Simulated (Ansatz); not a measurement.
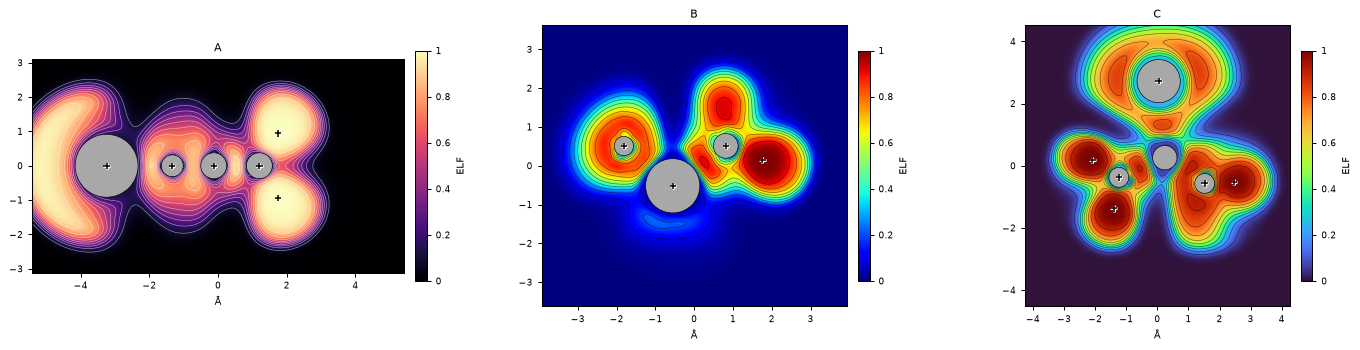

The electron localisation function of 3 systems, each on a plane through atoms (crosses mark nuclei in the plane; grey discs cover the cores).

Computed with isolated molecule in a Gaussian basis; Kohn-Sham density functional theory, functional PBE0 in Ansatz 0.2.0.

System 1: H5IN2Si, the plane of atoms H8, N3 and H9. Geometry: B3LYP-D3(BJ)/def2-SVP; core potentials replace the inner electrons of I.

```xyz
9

I    -1.0904    1.9941   -1.7465
N    -0.9232   -0.6568    0.7176
N     0.4897    1.6796    1.1936
Si    0.0336    0.5592   -0.0212
H    -1.0821   -1.5366    0.2354
H    -1.7247   -0.3934    1.2845
H     1.0789   -0.1605   -0.7949
H     0.7091    2.6442    0.9724
H     0.9223    1.3612    2.0555
```

System 2: FH4NOSi, the plane of atoms Si4, N2 and H6. Geometry: PBE0-D3(BJ)/def2-SVP.

```xyz
8

F     2.2636    1.2273   -1.0094
N     0.7055    1.8799    1.0005
O     2.2409   -0.4039    1.1594
Si    1.3531    0.5452    0.1476
H     0.5119    2.7475    0.5137
H     0.0944    1.7540    1.7983
H     0.4285   -0.3893   -0.5305
H     2.8203    0.0722    1.7633
```

System 3: C2H2GaN (SMILES C=C=[N][Ga]), the molecular plane. Geometry: B3LYP-D3(BJ)/def2-SVP.

```
atom    x (Å)    y (Å)    z (Å)
   C  -1.0976  -1.0215   0.0880
   C  -1.0593  -0.9407  -1.2378
  Ga  -0.9672  -0.7487  -4.3508
   N  -1.0244  -0.8672  -2.4417
   H  -1.7069  -0.3224   0.6630
   H  -0.5194  -1.7870   0.6081
```

> Which map belongs to which system?

Panel A is system 3, C2H2GaN: the plane holds C, Ga, N and H. C–N (1.21 Å): the ELF peaks at about 0.85 between the atoms; a multiple bond. Panel B is system 2, FH4NOSi: the plane holds F, N, Si and H. Si–F (1.62 Å): the ELF peaks at about 0.85 in the valence shell of F, 0.6 Å from its nucleus, and is about 0.55 at the midpoint. Panel C is system 1, H5IN2Si: the plane holds I, N and H. N–H (1.01 Å): the ELF climbs to about 1 towards the hydrogen, as it does in any bond to H (an ordinary covalent bond to hydrogen).
